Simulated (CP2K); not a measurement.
Consider formamide monohydrate at its PBE geometry (Å).

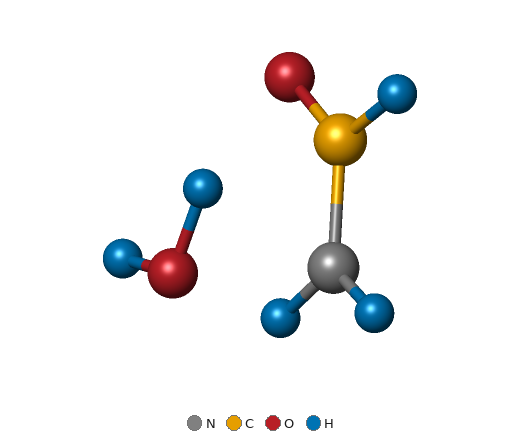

The molecule (nitrogen grey, carbon orange, oxygen red, hydrogen blue).

```xyz
9

N     0.1738    0.4394   -1.1087
C    -1.0036   -0.1450   -0.7901
O    -1.2683   -0.6386    0.3129
O     1.1274   -0.1048    1.6397
H     0.3127    0.8573   -2.0205
H     0.9020    0.5199   -0.3960
H    -1.7386   -0.1526   -1.6208
H     0.2106   -0.4130    1.4219
H     1.2841   -0.3626    2.5615
```

Method: CP2K XAS_TDP, all-electron GAPW, PBEh(45%), aug-cc-pVDZ, TDA, GW2X-corrected core level, no relativity.

Question: Predict the bright core excitations at the O K edge.

Leading lines: O3 532.33 eV and O4 535.66 eV. The leading line of an atom is its first one with 35 % of the strongest within 2.5 eV of its lowest line over the strength cut. Core ionisation energies at this level: O3 537.40 and O4 538.46 eV.

The first six lines of each atom with a strength over 0.0015:

| atom | energy (eV) | states | strength, one atom | above the computed threshold |
| --- | --- | --- | --- | --- |
| O3 (bonded to C, takes 1 H bond) | 532.33 | 1 | 0.0353 |  |
|  | 535.66 | 1 | 0.0020 |  |
|  | 537.12 | 1 | 0.0024 |  |
|  | 537.97 | 1 | 0.0022 | yes |
|  | 538.38 | 1 | 0.0068 | yes |
|  | 539.25 | 1 | 0.0015 | yes |
| O4 (bonded to 2 H, gives 1 H bond, takes 1) | 535.66 | 1 | 0.0136 |  |
|  | 537.13 | 1 | 0.0036 |  |
|  | 537.73 | 1 | 0.0041 |  |
|  | 537.91 | 1 | 0.0143 |  |
|  | 538.44 | 1 | 0.0027 |  |
|  | 538.55 | 1 | 0.0080 | yes |

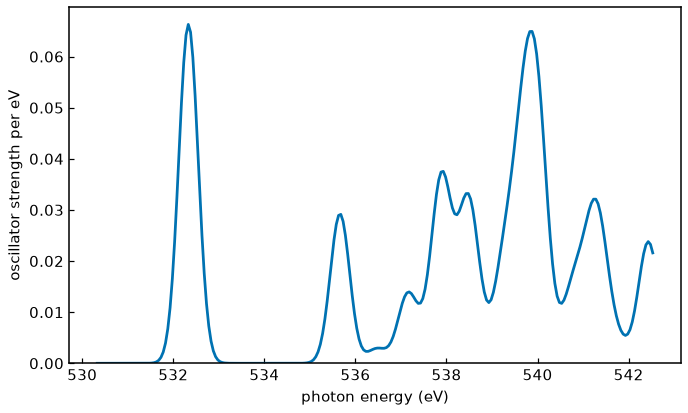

All atoms added, broadened by 0.5 eV.

Lines are vertical, at one geometry, with no vibrational structure. GW2X ionisation energies and lines can be off by 1 to 2 eV either way, and a good line position may hide errors that cancel. These values hold no scalar relativity, about 0.4 eV for O 1s. Rydberg lines, and the discretised continuum above threshold, depend on the basis and the box. This is one low-energy arrangement of the cluster, relaxed without a dispersion correction; others exist.

[Banner, clock and machine lines of the logs are left out without a mark of their own.]

[Logs are printed without paths, hosts, clocks, repeated set-up lines and the standing remarks that a program may print on its own settings, such as how far it seeks lower states.]

[Hosts, paths, dates, database ids (printed as entryN), source tags and the programs' standing remarks are cut or masked in the printed files.]
